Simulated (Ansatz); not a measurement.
The parent structure is MoTe2 in the 2H-MoS2 type structure (space group P6_3/mmc, No. 194; a = 3.4967 Å, c = 13.6973 Å; layered, stacked along the Cartesian z axis).

One thing is altered: every Te is replaced by S, then cell and atoms are relaxed.

Computed with plane-wave PAW DFT at the PBE-D3(BJ) level (Ansatz, a quantum-chemistry and plane-wave program, 420 eV), without spin-orbit coupling, earlier PAW set.

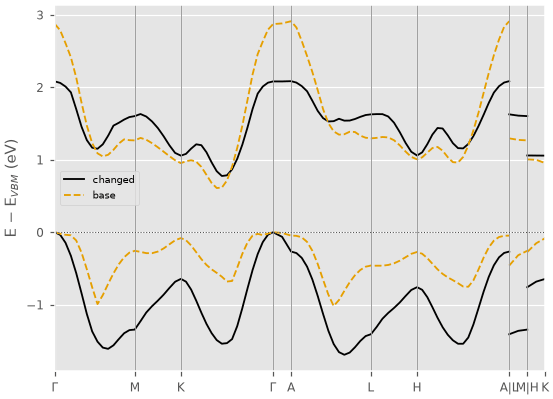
Fig. 1. Highest valence and lowest conduction band along the path, each from its own valence-band maximum

Problem. Read the changed gap and its character from the plot.

Solution. About 0.78 eV, indirect, Γ → K–Γ (44 % along).

With Te present, leaving out spin-orbit coupling can change the band edges. Stability against distortions was not tested. The program warned that a D3 coordination switch lies within reach, so dispersion energies are less smooth here.
